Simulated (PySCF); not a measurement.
# GaNH3SCl (SMILES [NH2][Ga]([SH])[Cl]) at 6 levels

We compute a comparison of 6 runs (HF/3-21G, CAM-B3LYP/6-31G, B3LYP/6-31G*, PBE0/def2-SVP, PBE/6-311G**) of GaNH3SCl. The job is set up through a Python script.

Program for the calculation: PySCF 2.14.0.

## (1) The molecule

The species is GaNH3SCl (7 atoms), meant as a singlet with charge 0. As SMILES, `[NH2][Ga]([SH])[Cl]`. Geometry: relaxed at PBE0-D4/def2-TZVP. This is one conformer, not always the lowest.

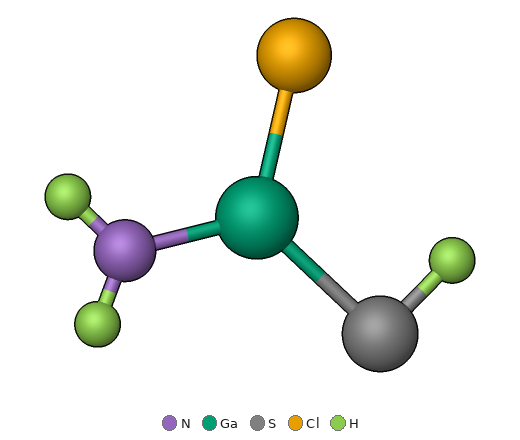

Viewed from a chosen angle; nitrogen purple, gallium teal, sulfur grey, chlorine amber, hydrogen green.

## (2) Energy and forces at HF/3-21G (run 1)

Input file calc.py:

```python
from pyscf import gto

molecule = gto.M(
    atom='''
N     -1.450176     2.498596    -0.073510
Ga     0.038739    -0.553879    -0.214862
S      3.591236    -1.439782     1.699620
Cl    -1.743650    -3.396783    -2.476297
H     -3.168126     2.814558    -0.820330
H     -0.879101     3.890946     1.084892
H      3.611267    -3.813656     0.800677
''',
    charge=0,
    unit='bohr',
    verbose=4,
    basis='3-21g',
    max_memory=1860,
)

mf = molecule.RHF()
mf.conv_tol = 1e-10
mf.kernel()
if not mf.converged:
    mf = mf.newton().run(mf.mo_coeff, mf.mo_occ)

etot = mf.e_tot
print('Final energy', etot)
grad = mf.nuc_grad_method().kernel()
mf.analyze()
```

Started as:

```bash
OMP_NUM_THREADS=1 python calc.py
```

Log:

```text
PySCF version 2.14.0

[... 61 lines left out ...]
converged SCF energy = -2822.73426503947
[... 20 lines left out ...]
DFT Exchange-Correlation Energy =     -133.844933401636808
[... 8 lines left out ...]
MO #7   energy= -42.306140857382   occ= 2
[... 6 lines left out ...]
MO #14  energy= -6.59639015986923  occ= 2
[... 6 lines left out ...]
MO #21  energy= -1.2001384847567   occ= 2
[... 6 lines left out ...]
MO #28  energy= -0.984635811727216 occ= 2
[... 6 lines left out ...]
MO #35  energy= -0.432910148415019 occ= 2
[... 6 lines left out ...]
MO #42  energy= 0.198483864304349  occ= 0
[... 6 lines left out ...]
MO #49  energy= 0.689753360381245  occ= 0
[... 6 lines left out ...]
MO #56  energy= 0.974390776192501  occ= 0
[... 6 lines left out ...]
MO #63  energy= 2.53293134746846   occ= 0
[... 34 lines left out ...]
pop of  2 S 2s            1.99962
pop of  2 S 3s            1.69619
pop of  2 S 4s            0.00502
pop of  2 S 2px           1.99990
pop of  2 S 2py           1.99981
pop of  2 S 2pz           1.99992
pop of  2 S 3px           1.60102
pop of  2 S 3py           1.22939
pop of  2 S 3pz           1.75909
pop of  2 S 4px           0.00211
pop of  2 S 4py           0.00738
pop of  2 S 4pz           0.00266
pop of  3 Cl 1s           1.99999
pop of  3 Cl 2s           1.99967
pop of  3 Cl 3s           1.84470
pop of  3 Cl 4s           0.00386
pop of  3 Cl 2px          1.99992
pop of  3 Cl 2py          1.99992
pop of  3 Cl 2pz          1.99993
pop of  3 Cl 3px          1.87308
pop of  3 Cl 3py          1.79623
pop of  3 Cl 3pz          1.83321
pop of  3 Cl 4px          0.00188
pop of  3 Cl 4py          0.00120
pop of  3 Cl 4pz          0.00176
pop of  4 H 1s            0.77258
pop of  4 H 2s            0.01057
pop of  5 H 1s            0.77339
pop of  5 H 2s            0.01048
pop of  6 H 1s            0.90120
pop of  6 H 2s            0.00588
 ** Mulliken atomic charges  **
charge of    0N =     -0.64906
charge of    1Ga =      0.78062
charge of    2S =     -0.30211
charge of    3Cl =     -0.35534
charge of    4H =      0.21685
charge of    5H =      0.21613
charge of    6H =      0.09291
Dipole moment(X, Y, Z, Debye): -0.91024,  2.02430,  0.80720
```

Run time: 4.2 s. Hardware: 1 thread of Intel Xeon at 2.70GHz, shared host; peak memory 0.14 GiB.

## (3) Energy and forces at CAM-B3LYP/6-31G (run 2)

Input file run.py:

```python
from pyscf import gto, dft

mol = gto.M(
    atom='''
N     -1.450176     2.498596    -0.073510
Ga     0.038739    -0.553879    -0.214862
S      3.591236    -1.439782     1.699620
Cl    -1.743650    -3.396783    -2.476297
H     -3.168126     2.814558    -0.820330
H     -0.879101     3.890946     1.084892
H      3.611267    -3.813656     0.800677
''',
    verbose=3,
    basis='6-31g',
    unit='bohr',
    spin=0,
    max_memory=1860,
    charge=0,
)

calc0 = dft.RKS(mol)
calc0.xc = 'cam-b3lyp'
calc0.grids.level = 5
calc0.conv_tol = 1e-10
calc0.kernel()
if not calc0.converged:
    calc0 = calc0.newton().run(calc0.mo_coeff, calc0.mo_occ)

etot = calc0.e_tot
print('Final energy', etot)
grad = calc0.nuc_grad_method().kernel()
dip = calc0.dip_moment()
pop, q = calc0.mulliken_pop()
```

Started as:

```bash
OMP_NUM_THREADS=1 python run.py
```

Log:

```text
converged SCF energy = -2839.59387106185
Final energy -2839.5938710618525
--------------- RKS gradients ---------------
         x                y                z
0 N    -0.0012086310     0.0128026020    -0.0041183932
1 Ga     0.0068428822    -0.0289340149    -0.0043259290
2 S    -0.0077647896    -0.0086716279    -0.0083618464
3 Cl     0.0084797477     0.0132703400     0.0105346000
4 H     0.0024011234    -0.0006654783     0.0042800314
5 H    -0.0038953527    -0.0030082910    -0.0007435456
6 H    -0.0048525889     0.0152031770     0.0027269858
----------------------------------------------
Dipole moment(X, Y, Z, Debye): -0.69450,  1.74134,  0.78806
 ** Mulliken pop  **
pop of  0 N 1s            1.99665
pop of  0 N 2s            0.75842
pop of  0 N 3s            0.82197
pop of  0 N 2px           0.82888
pop of  0 N 2py           0.82032
pop of  0 N 2pz           0.89103
pop of  0 N 3px           0.55083
pop of  0 N 3py           0.53199
pop of  0 N 3pz           0.69254
pop of  1 Ga 1s           1.99997
pop of  1 Ga 2s           1.99957
pop of  1 Ga 3s           1.99888
pop of  1 Ga 4s           1.05066
pop of  1 Ga 5s          -0.06990
pop of  1 Ga 2px          1.99975
pop of  1 Ga 2py          1.99976
pop of  1 Ga 2pz          1.99976
pop of  1 Ga 3px          1.99593
pop of  1 Ga 3py          1.99651
pop of  1 Ga 3pz          1.99562
pop of  1 Ga 4px          0.52373
pop of  1 Ga 4py          0.50705
pop of  1 Ga 4pz          0.39516
pop of  1 Ga 5px          0.01782
pop of  1 Ga 5py          0.00515
pop of  1 Ga 5pz          0.04229
pop of  1 Ga 3dxy         1.36485
pop of  1 Ga 3dyz         1.37152
pop of  1 Ga 3dz^2        1.36974
pop of  1 Ga 3dxz         1.36812
pop of  1 Ga 3dx2-y2      1.36909
pop of  1 Ga 4dxy         0.62112
pop of  1 Ga 4dyz         0.62273
pop of  1 Ga 4dz^2        0.62287
pop of  1 Ga 4dxz         0.62389
pop of  1 Ga 4dx2-y2      0.62157
pop of  2 S 1s            1.99967
pop of  2 S 2s            1.99696
pop of  2 S 3s            1.36556
pop of  2 S 4s            0.50985
pop of  2 S 2px           1.98957
pop of  2 S 2py           1.98826
pop of  2 S 2pz           1.99054
pop of  2 S 3px           1.04497
pop of  2 S 3py           0.92750
pop of  2 S 3pz           1.13268
pop of  2 S 4px           0.41970
pop of  2 S 4py           0.22783
pop of  2 S 4pz           0.57114
pop of  3 Cl 1s           1.99967
pop of  3 Cl 2s           1.99692
pop of  3 Cl 3s           1.39369
pop of  3 Cl 4s           0.56192
pop of  3 Cl 2px          1.99137
pop of  3 Cl 2py          1.99085
pop of  3 Cl 2pz          1.99111
pop of  3 Cl 3px          1.23786
pop of  3 Cl 3py          1.19374
pop of  3 Cl 3pz          1.20887
pop of  3 Cl 4px          0.60086
pop of  3 Cl 4py          0.52035
pop of  3 Cl 4pz          0.57848
pop of  4 H 1s            0.51061
pop of  4 H 2s            0.15464
pop of  5 H 1s            0.51156
pop of  5 H 2s            0.15884
pop of  6 H 1s            0.50554
pop of  6 H 2s            0.42304
 ** Mulliken atomic charges  **
charge of    0N =     -0.89262
charge of    1Ga =      0.58679
charge of    2S =     -0.16423
charge of    3Cl =     -0.26570
charge of    4H =      0.33475
charge of    5H =      0.32960
charge of    6H =      0.07142
```

Run time: 90 s. Hardware: 1 thread of Intel Xeon at 2.70GHz, shared host; peak memory 0.68 GiB.

## (4) Energy and gradient at B3LYP/6-31G(d) (spherical functions) (run 3)

Input file mol.xyz:

```xyz
7
ClGaH3NS
N     -0.767400     1.322200    -0.038900
Ga     0.020500    -0.293100    -0.113700
S      1.900400    -0.761900     0.899400
Cl    -0.922700    -1.797500    -1.310400
H     -1.676500     1.489400    -0.434100
H     -0.465200     2.059000     0.574100
H      1.911000    -2.018100     0.423700
```

Input file calc.py:

```python
import pyscf.grad
from pyscf import gto, dft

mol = gto.M(
    atom='mol.xyz',
    verbose=4,
    basis='6-31g*',
    charge=0,
    spin=0,
    max_memory=1860,
)

calc0 = dft.RKS(mol)
calc0.xc = 'b3lyp'
calc0.conv_tol = 1e-10
calc0.grids.level = 5
calc0.kernel()
if not calc0.converged:
    calc0 = calc0.newton().run(calc0.mo_coeff, calc0.mo_occ)

e_tot = calc0.e_tot
print(f'total energy: {e_tot:.8f} hartree')
grad = calc0.Gradients().kernel()
dip = calc0.dip_moment()
pop, q = calc0.mulliken_pop()
```

Started as:

```bash
OMP_NUM_THREADS=1 python calc.py
```

Log:

```text
PySCF version 2.14.0

[... 75 lines left out ...]
converged SCF energy = -2839.66927700359
total energy: -2839.66927700 hartree
[... 14 lines left out ...]
Dipole moment(X, Y, Z, Debye): -0.45924,  1.56771,  0.73653
[... 57 lines left out ...]
pop of  2 S 4px           0.39453
pop of  2 S 4py           0.25722
pop of  2 S 4pz           0.55149
pop of  2 S 3dxy          0.00150
pop of  2 S 3dyz          0.01036
pop of  2 S 3dz^2         0.00378
pop of  2 S 3dxz          0.00560
pop of  2 S 3dx2-y2       0.01966
pop of  3 Cl 1s           1.99966
pop of  3 Cl 2s           1.99692
pop of  3 Cl 3s           1.41178
pop of  3 Cl 4s           0.50439
pop of  3 Cl 2px          1.99135
pop of  3 Cl 2py          1.99076
pop of  3 Cl 2pz          1.99107
pop of  3 Cl 3px          1.23353
pop of  3 Cl 3py          1.18374
pop of  3 Cl 3pz          1.20364
pop of  3 Cl 4px          0.58296
pop of  3 Cl 4py          0.49308
pop of  3 Cl 4pz          0.54949
pop of  3 Cl 3dxy         0.00266
pop of  3 Cl 3dyz         0.00361
pop of  3 Cl 3dz^2        0.00120
pop of  3 Cl 3dxz         0.00184
pop of  3 Cl 3dx2-y2      0.00155
pop of  4 H 1s            0.50240
pop of  4 H 2s            0.14701
pop of  5 H 1s            0.50380
pop of  5 H 2s            0.15107
pop of  6 H 1s            0.49872
pop of  6 H 2s            0.37688
 ** Mulliken atomic charges  **
charge of    0N =     -0.77859
charge of    1Ga =      0.20957
charge of    2S =     -0.10786
charge of    3Cl =     -0.14323
charge of    4H =      0.35058
charge of    5H =      0.34513
charge of    6H =      0.12440
```

It took 49 s on 1 thread of Intel Xeon at 2.70GHz, shared host; peak memory 0.86 GiB.

Runs 4 to 5 aren't shown in full; the table further down has their settings and results.

## (5) Energy and gradient at PBE/6-311G(d,p) (run 6)

Input file calc.py:

```python
import pyscf.grad
from pyscf import gto, dft

mol = gto.M(
    atom='''
N       -0.767400       1.322200      -0.038900
Ga       0.020500      -0.293100      -0.113700
S        1.900400      -0.761900       0.899400
Cl      -0.922700      -1.797500      -1.310400
H       -1.676500       1.489400      -0.434100
H       -0.465200       2.059000       0.574100
H        1.911000      -2.018100       0.423700
''',
    verbose=4,
    basis='6-311g**',
    charge=0,
    max_memory=1860,
)

mf = dft.RKS(mol, xc='pbe')
mf.grids.level = 5
mf.conv_tol = 1e-10
mf.kernel()
if not mf.converged:
    mf = mf.newton().run(mf.mo_coeff, mf.mo_occ)

e_tot = mf.e_tot
print(f'total energy: {e_tot:.8f} hartree')
grad = mf.Gradients().kernel()
mf.analyze()
```

Started as:

```bash
OMP_NUM_THREADS=1 python calc.py
```

Log:

```text
PySCF version 2.14.0

[... 106 lines left out ...]
DFT Exchange-Correlation Energy =     -136.353895843056023
[... 13 lines left out ...]
MO #12  energy= -6.99065724529986  occ= 2
[... 11 lines left out ...]
MO #24  energy= -0.758840823300284 occ= 2
[... 11 lines left out ...]
MO #36  energy= -0.251704637012776 occ= 2
[... 11 lines left out ...]
MO #48  energy= 0.137820839256588  occ= 0
[... 11 lines left out ...]
MO #60  energy= 0.429744476638334  occ= 0
[... 11 lines left out ...]
MO #72  energy= 0.788896849414201  occ= 0
[... 11 lines left out ...]
MO #84  energy= 1.38737159336626   occ= 0
[... 11 lines left out ...]
MO #96  energy= 1.98116743773112   occ= 0
[... 11 lines left out ...]
MO #108 energy= 2.84110975231786   occ= 0
[... 11 lines left out ...]
MO #120 energy= 17.0716724408495   occ= 0
[... 11 lines left out ...]
MO #132 energy= 784.697434188231   occ= 0
[... 103 lines left out ...]
pop of  3 Cl 4py          0.00143
pop of  3 Cl 4pz          0.00159
pop of  3 Cl 5px          0.00013
pop of  3 Cl 5py          0.00012
pop of  3 Cl 5pz          0.00012
pop of  3 Cl 6px          0.00009
pop of  3 Cl 6py          0.00009
pop of  3 Cl 6pz          0.00008
pop of  3 Cl 3dxy         0.00183
pop of  3 Cl 3dyz         0.00248
pop of  3 Cl 3dz^2        0.00083
pop of  3 Cl 3dxz         0.00125
pop of  3 Cl 3dx2-y2      0.00114
pop of  4 H 1s            0.74351
pop of  4 H 2s            0.00608
pop of  4 H 3s            0.00477
pop of  4 H 2px           0.00100
pop of  4 H 2py           0.00043
pop of  4 H 2pz           0.00132
pop of  5 H 1s            0.74558
pop of  5 H 2s            0.00571
pop of  5 H 3s            0.00470
pop of  5 H 2px           0.00063
pop of  5 H 2py           0.00080
pop of  5 H 2pz           0.00138
pop of  6 H 1s            0.85801
pop of  6 H 2s            0.00901
pop of  6 H 3s            0.00138
pop of  6 H 2px           0.00074
pop of  6 H 2py           0.00347
pop of  6 H 2pz           0.00129
 ** Mulliken atomic charges  **
charge of    0N =     -0.61184
charge of    1Ga =      0.51236
charge of    2S =     -0.23892
charge of    3Cl =     -0.27176
charge of    4H =      0.24288
charge of    5H =      0.24120
charge of    6H =      0.12608
Dipole moment(X, Y, Z, Debye): -0.43990,  1.66896,  0.74550
```

It took 66 s on 1 thread of Intel Xeon at 2.70GHz, shared host; peak memory 1.4 GiB.

## (6) Overview of the runs

| run | level | integration grid | Cartesian functions | energy (Eh) | dipole moment (D) | HOMO energy (eV) | LUMO energy (eV) | wall time |
| --- | --- | --- | --- | --- | --- | --- | --- | --- |
| 1 | HF/3-21G | – | no | -2822.734265 | 2.36 | -10.76 | 2.26 | 4.2 s |
| 2 | CAM-B3LYP/6-31G | 5 | no | -2839.593871 | 2.03 | -8.97 | -0.13 | 90 s |
| 3 | B3LYP/6-31G* (spherical functions) | 5 | no | -2839.669277 | 1.79 | -7.17 | -1.03 | 49 s |
| 4 | B3LYP/6-31G* (Cartesian functions) | 5 | yes | -2839.681672 | 1.80 | -7.16 | -1.03 | 57 s |
| 5 | PBE0/def2-SVP | 5 | no | -2838.758847 | 1.64 | -7.39 | -0.40 | 43 s |
| 6 | PBE/6-311G** | 5 | no | -2839.203637 | 1.88 | -6.27 | -1.76 | 66 s |

## (7) Summary of results

```
                       quantity           value
            run 6: total energy  -2839.20364 Eh
           run 6: dipole moment          1.88 D
             run 6: HOMO energy        -6.27 eV
             run 6: LUMO energy        -1.76 eV
           run 6: HOMO–LUMO gap         4.51 eV
run 6: largest force on an atom      0.484 eV/Å
```

What this shows: The dipole moment (its size) runs from 1.64 D (PBE0/def2-SVP) to 2.36 D (HF/3-21G). The two ends differ in method and basis. The HOMO–LUMO gap runs from 4.51 eV (PBE/6-311G**) to 13.02 eV (HF/3-21G). Totals of different functionals can't be ranked against each other. All runs together took 5.1 min, the longest 90 s.
